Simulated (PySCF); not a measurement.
# C$_{2}$H$_{3}$Al: geometry relaxation (part 2 of 2)

C$_{2}$H$_{3}$Al, SMILES C#[C][AlH2]; PBE0/def2-TZVP, RKS, dispersion D4 (PySCF 2.14.0). The atoms were displaced at random from an optimised geometry.

Geometry of the input (Å):
```
C  -0.7497  -1.5991  -0.2800
C  -0.2490  -0.5907  -0.0837
Al 0.4967  1.1002  0.1978
H  -1.2952  -2.6193  -0.5266
H  1.3550  1.8302  -1.0339
H  0.4401  1.7676  1.5887
```

### What the program printed, continued
```
Geometry optimization cycle 9
Cartesian coordinates (Angstrom)
 Atom        New coordinates             dX        dY        dZ
   C  -0.793454  -1.647667  -0.315771   -0.000024  0.000344 -0.000170
   C  -0.261804  -0.577364  -0.119542   -0.002655  0.001867 -0.001653
  Al   0.555538   1.117792   0.181034   -0.000401  0.000667 -0.000819
   H  -1.259024  -2.592335  -0.486447    0.001808 -0.001126  0.001660
   H   1.329010   1.810603  -1.009617    0.001465  0.000057  0.000130
   H   0.430318   1.777428   1.611079    0.000370 -0.002035  0.000608
converged SCF energy = -320.186048752504
--------------- DFRKS_Scanner gradients ---------------
         x                y                z
0 C    -0.0002093817     0.0001010319    -0.0001370738
1 C     0.0002307853    -0.0000420996     0.0001556078
2 Al     0.0000818077     0.0001707227    -0.0000096943
3 H     0.0000053612    -0.0001140204     0.0000289043
4 H    -0.0000390418    -0.0000414605    -0.0000448138
5 H    -0.0000737168    -0.0000718587     0.0000087843
----------------------------------------------
cycle 9: E = -320.186048753  dE = -1.4935e-06  norm(grad) = 0.000466701
Step    8 : Displace = 2.187e-03/3.720e-03 (rms/max) Trust = 2.337e-01 (+) Grad = 1.905e-04/2.815e-04 (rms/max) E (change) = -320.1860487525 (-1.494e-06) Quality = 1.568
Hessian Eigenvalues: 3.27669e-02 5.00000e-02 5.00000e-02 ... 2.75811e-01 3.86999e-01 1.27043e+00

Geometry optimization cycle 10
Cartesian coordinates (Angstrom)
 Atom        New coordinates             dX        dY        dZ
   C  -0.793274  -1.647707  -0.315905    0.000180 -0.000039 -0.000134
   C  -0.266561  -0.574637  -0.122203   -0.004757  0.002727 -0.002661
  Al   0.554442   1.118392   0.180025   -0.001096  0.000600 -0.001009
   H  -1.255923  -2.594113  -0.484497    0.003101 -0.001778  0.001949
   H   1.331191   1.810542  -1.008816    0.002181 -0.000061  0.000801
   H   0.431888   1.775439   1.611631    0.001570 -0.001990  0.000552
converged SCF energy = -320.186050563237
--------------- DFRKS_Scanner gradients ---------------
         x                y                z
0 C    -0.0000283038     0.0002047401    -0.0000846207
1 C     0.0000337391    -0.0001673750     0.0000952585
2 Al     0.0000452217     0.0001644364    -0.0000813729
3 H     0.0000058361    -0.0000650967     0.0000425198
4 H    -0.0000103872    -0.0000517055    -0.0000189436
5 H    -0.0000500646    -0.0000823261     0.0000487227
----------------------------------------------
cycle 10: E = -320.186050563  dE = -1.81073e-06  norm(grad) = 0.000380382
Step    9 : Displace = 3.368e-03/6.274e-03 (rms/max) Trust = 3.000e-01 (+) Grad = 1.553e-04/2.233e-04 (rms/max) E (change) = -320.1860505632 (-1.811e-06) Quality = 1.334
Hessian Eigenvalues: 2.75525e-02 5.00000e-02 5.00000e-02 ... 2.75355e-01 3.83844e-01 1.29358e+00

Geometry optimization cycle 11
Cartesian coordinates (Angstrom)
 Atom        New coordinates             dX        dY        dZ
   C  -0.793035  -1.648150  -0.315861    0.000239 -0.000443  0.000044
   C  -0.268905  -0.573633  -0.123270   -0.002344  0.001004 -0.001067
  Al   0.553862   1.118276   0.179974   -0.000580 -0.000116 -0.000051
   H  -1.254506  -2.595105  -0.484396    0.001417 -0.000992  0.000101
   H   1.331905   1.810346  -1.008136    0.000714 -0.000196  0.000681
   H   0.433280   1.775726   1.611577    0.001391  0.000288 -0.000055
converged SCF energy = -320.18605122546
--------------- DFRKS_Scanner gradients ---------------
         x                y                z
0 C     0.0000442842     0.0001546719    -0.0000309125
1 C    -0.0000315309    -0.0001357543     0.0000305485
2 Al    -0.0000021609     0.0000841476    -0.0000574787
3 H    -0.0000057787    -0.0000280007     0.0000272801
4 H     0.0000063592    -0.0000289143    -0.0000036941
5 H    -0.0000150289    -0.0000433119     0.0000357529
----------------------------------------------
cycle 11: E = -320.186051225  dE = -6.62223e-07  norm(grad) = 0.000251829
Step   10 : Displace = 1.532e-03/2.907e-03 (rms/max) Trust = 3.000e-01 (=) Grad = 1.028e-04/1.638e-04 (rms/max) E (change) = -320.1860512255 (-6.622e-07) Quality = 1.346
Hessian Eigenvalues: 2.77092e-02 4.99979e-02 5.00000e-02 ... 2.75267e-01 3.82935e-01 1.28029e+00

Geometry optimization cycle 12
Cartesian coordinates (Angstrom)
 Atom        New coordinates             dX        dY        dZ
   C  -0.792888  -1.648536  -0.315772    0.000148 -0.000386  0.000089
   C  -0.269472  -0.573598  -0.123345   -0.000567  0.000036 -0.000076
  Al   0.553848   1.117932   0.180268   -0.000013 -0.000344  0.000293
   H  -1.254133  -2.595443  -0.484975    0.000372 -0.000338 -0.000579
   H   1.331821   1.810170  -1.007840   -0.000084 -0.000176  0.000296
   H   0.433969   1.776573   1.611338    0.000690  0.000846 -0.000239
converged SCF energy = -320.18605139478
--------------- DFRKS_Scanner gradients ---------------
         x                y                z
0 C     0.0000250790     0.0000355539    -0.0000056546
1 C    -0.0000189741    -0.0000396769    -0.0000028115
2 Al    -0.0000112342     0.0000174438    -0.0000123089
3 H    -0.0000045489     0.0000037732     0.0000109413
4 H     0.0000041505    -0.0000067415     0.0000030130
5 H     0.0000017023    -0.0000074644     0.0000082977
----------------------------------------------
cycle 12: E = -320.186051395  dE = -1.6932e-07  norm(grad) = 6.9304e-05
```

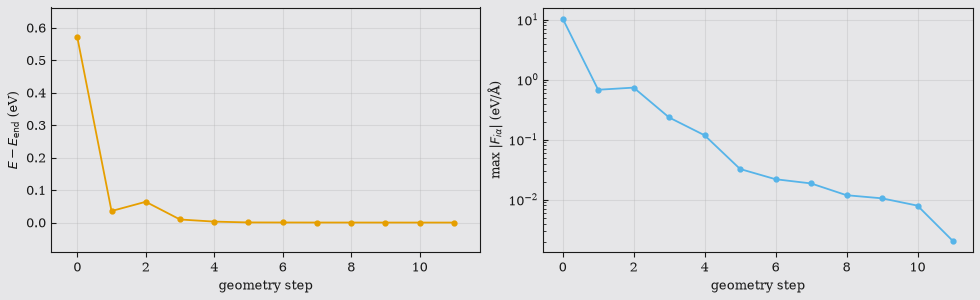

Progress of the relaxation, step by step (steps are counted from 0).

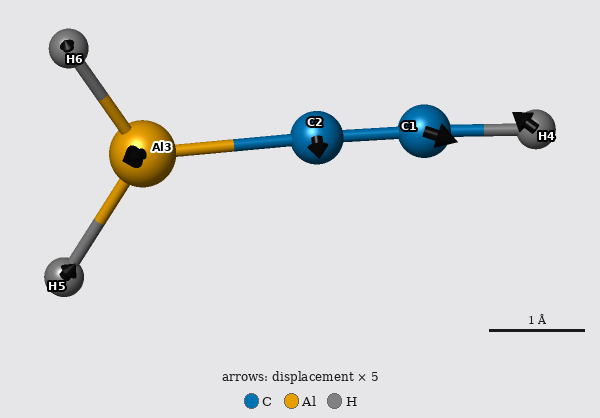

The starting structure with the displacements as black arrows, magnified 5 times (ball-and-stick view, seen at a tilt). The two geometries are laid on each other by the best rigid fit. The energy falls by 0.571 eV in 11 geometry steps. Largest force component: 10 eV/Å at the start, 0.002 eV/Å at the end. The largest move after the best rigid fit is that of C1, 0.075 Å. By element the largest moves are C 0.075 Å, H 0.063 Å, Al 0.062 Å. Among the contacts that change: C1–H4 1.183 → 1.067 Å, Al3–H5 1.669 → 1.580 Å, C1–C2 1.143 → 1.211 Å, C2–Al3 1.869 → 1.906 Å. Among the angles that change: C1–C2–Al3 177.1° → 180.0°, H5–Al3–H6 119.6° → 122.4°, C2–C1–H4 177.3° → 180.0°. (Atoms are counted from 1 in the order of the input.)

```
Step   11 : Displace = 6.563e-04/1.125e-03 (rms/max) Trust = 3.000e-01 (=) Grad = 2.829e-05/4.407e-05 (rms/max) E (change) = -320.1860513948 (-1.693e-07) Quality = 1.182
Hessian Eigenvalues: 2.77092e-02 4.99979e-02 5.00000e-02 ... 2.75267e-01 3.82935e-01 1.28029e+00
Converged! =D

converged: True
C          -0.79288760       -1.64853587       -0.31577220
C          -0.26947164       -0.57359760       -0.12334545
Al          0.55384825        1.11793189        0.18026775
H          -1.25413339       -2.59544335       -0.48497520
H           1.33182107        1.81016978       -1.00783986
H           0.43396915        1.77657284        1.61133753
converged SCF energy = -320.186051394788
E(PBE0) = -320.186051395
```

### Trajectory as extended XYZ (Å, eV, eV/Å), 12 frames, from step=0 to step=11
```
6
Properties=species:S:1:pos:R:3:forces:R:3 step=0 energy=-8712.13519
C    -0.7497   -1.5991   -0.2800   -5.3689 -10.4085  -2.2754
C    -0.2490   -0.5907   -0.0837    3.3984   6.9608   1.3718
Al    0.4967    1.1002    0.1978    1.0555   0.7542  -1.0182
H    -1.2952   -2.6193   -0.5266    1.6174   2.8898   0.7706
H     1.3550    1.8302   -1.0339   -0.5808  -0.4263   0.6744
H     0.4401    1.7676    1.5887   -0.1213   0.2302   0.4766
6
Properties=species:S:1:pos:R:3:forces:R:3 step=1 energy=-8712.67080
C    -0.7856   -1.6533   -0.3118    0.1120   0.2339   0.0118
C    -0.2189   -0.6115   -0.0941    0.3039   0.3261   0.1845
Al    0.6153    1.0685    0.2175   -0.3244   0.3027  -0.1573
H    -1.2876   -2.5491   -0.5217   -0.3578  -0.6789  -0.1266
H     1.2716    1.8055   -1.0146    0.1607  -0.0608   0.0064
H     0.4034    1.8292    1.5866    0.1058  -0.1233   0.0812
6
Properties=species:S:1:pos:R:3:forces:R:3 step=2 energy=-8712.64230
C    -0.7887   -1.6570   -0.3125    0.3093   0.7372   0.0961
C    -0.2854   -0.5663   -0.1213   -0.4275  -0.3424  -0.1285
Al    0.4474    1.1744    0.1483    0.5744  -0.3899   0.3502
H    -1.2324   -2.6031   -0.4914   -0.0796  -0.2624  -0.0187
H     1.3625    1.7734   -0.9788   -0.1304   0.1758  -0.2111
H     0.4950    1.7676    1.6175   -0.2460   0.0820  -0.0883
6
Properties=species:S:1:pos:R:3:forces:R:3 step=3 energy=-8712.69683
C    -0.7967   -1.6590   -0.3047   -0.0638  -0.1151  -0.0458
C    -0.2600   -0.5888   -0.1165   -0.0670  -0.0261  -0.1130
Al    0.5342    1.1226    0.1523    0.1446  -0.0012   0.2343
H    -1.2732   -2.6039   -0.4808    0.1140   0.1957   0.0631
H     1.3524    1.8509   -0.9838   -0.0620  -0.0496  -0.1083
H     0.4417    1.7674    1.5952   -0.0657  -0.0037  -0.0306
6
Properties=species:S:1:pos:R:3:forces:R:3 step=4 energy=-8712.70340
C    -0.7884   -1.6466   -0.3189   -0.0423  -0.1012  -0.0240
C    -0.2466   -0.5859   -0.1097    0.0437   0.1183   0.0913
Al    0.5624    1.1087    0.2014   -0.0150   0.0720  -0.1112
H    -1.2649   -2.5804   -0.5061   -0.0269  -0.0626  -0.0109
H     1.3063    1.7875   -1.0186    0.0271   0.0129   0.0485
H     0.4300    1.8058    1.6134    0.0136  -0.0394   0.0062
6
Properties=species:S:1:pos:R:3:forces:R:3 step=5 energy=-8712.70593
C    -0.7929   -1.6507   -0.3141    0.0119   0.0032  -0.0029
C    -0.2544   -0.5846   -0.1142   -0.0201   0.0176  -0.0048
Al    0.5524    1.1156    0.1815    0.0324   0.0169   0.0113
H    -1.2654   -2.5898   -0.4927   -0.0053  -0.0179   0.0031
H     1.3264    1.8127   -1.0067   -0.0072  -0.0088  -0.0079
H     0.4328    1.7857    1.6076   -0.0115  -0.0110   0.0011
6
Properties=species:S:1:pos:R:3:forces:R:3 step=6 energy=-8712.70608
C    -0.7930   -1.6495   -0.3148    0.0065  -0.0131  -0.0016
C    -0.2556   -0.5827   -0.1153   -0.0219   0.0057  -0.0049
Al    0.5542    1.1162    0.1823    0.0158   0.0065   0.0030
H    -1.2641   -2.5905   -0.4916    0.0063   0.0105   0.0052
H     1.3261    1.8112   -1.0082   -0.0013  -0.0032  -0.0040
H     0.4316    1.7842    1.6089   -0.0052  -0.0066   0.0023
6
Properties=species:S:1:pos:R:3:forces:R:3 step=7 energy=-8712.70620
C    -0.7934   -1.6480   -0.3156    0.0187   0.0065   0.0083
C    -0.2591   -0.5792   -0.1179   -0.0173  -0.0016  -0.0079
Al    0.5559    1.1171    0.1819   -0.0030  -0.0057  -0.0032
H    -1.2608   -2.5912   -0.4881   -0.0037  -0.0016  -0.0017
H     1.3275    1.8105   -1.0097    0.0024   0.0007   0.0025
H     0.4299    1.7795    1.6105    0.0031   0.0016   0.0019
6
Properties=species:S:1:pos:R:3:forces:R:3 step=8 energy=-8712.70624
C    -0.7935   -1.6477   -0.3158    0.0108  -0.0052   0.0070
C    -0.2618   -0.5774   -0.1195   -0.0119   0.0022  -0.0080
Al    0.5555    1.1178    0.1810   -0.0042  -0.0088   0.0005
H    -1.2590   -2.5923   -0.4864   -0.0003   0.0059  -0.0015
H     1.3290    1.8106   -1.0096    0.0020   0.0021   0.0023
H     0.4303    1.7774    1.6111    0.0038   0.0037  -0.0005
6
Properties=species:S:1:pos:R:3:forces:R:3 step=9 energy=-8712.70629
C    -0.7933   -1.6477   -0.3159    0.0015  -0.0105   0.0044
C    -0.2666   -0.5746   -0.1222   -0.0017   0.0086  -0.0049
Al    0.5544    1.1184    0.1800   -0.0023  -0.0085   0.0042
H    -1.2559   -2.5941   -0.4845   -0.0003   0.0033  -0.0022
H     1.3312    1.8105   -1.0088    0.0005   0.0027   0.0010
H     0.4319    1.7754    1.6116    0.0026   0.0042  -0.0025
6
Properties=species:S:1:pos:R:3:forces:R:3 step=10 energy=-8712.70631
C    -0.7930   -1.6482   -0.3159   -0.0023  -0.0080   0.0016
C    -0.2689   -0.5736   -0.1233    0.0016   0.0070  -0.0016
Al    0.5539    1.1183    0.1800    0.0001  -0.0043   0.0030
H    -1.2545   -2.5951   -0.4844    0.0003   0.0014  -0.0014
H     1.3319    1.8103   -1.0081   -0.0003   0.0015   0.0002
H     0.4333    1.7757    1.6116    0.0008   0.0022  -0.0018
6
Properties=species:S:1:pos:R:3:forces:R:3 step=11 energy=-8712.70632
C    -0.7929   -1.6485   -0.3158   -0.0013  -0.0018   0.0003
C    -0.2695   -0.5736   -0.1233    0.0010   0.0020   0.0001
Al    0.5538    1.1179    0.1803    0.0006  -0.0009   0.0006
H    -1.2541   -2.5954   -0.4850    0.0002  -0.0002  -0.0006
H     1.3318    1.8102   -1.0078   -0.0002   0.0003  -0.0002
H     0.4340    1.7766    1.6113   -0.0001   0.0004  -0.0004
```

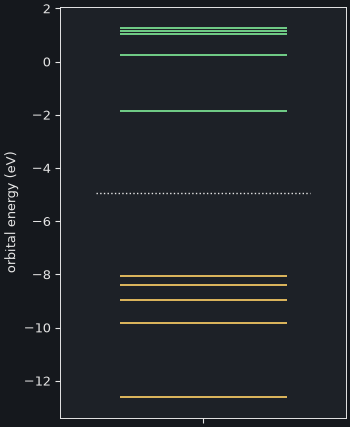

Orbital energies near the frontier; the dotted line parts filled from empty levels, and levels within 0.02 eV of each other stand side by side. Highest filled −8.05 eV, lowest empty −1.86 eV, 6.19 eV apart.

### Key numbers

```tsv
quantity	value
outcome	converged
total energy	−320.186051 hartree
dispersion energy	−0.002624 hartree
basis functions	117
HOMO	−8.05 eV
LUMO	−1.86 eV
dipole moment	0.57 D
wall time	3.3 min
peak memory	1.1 GiB
```
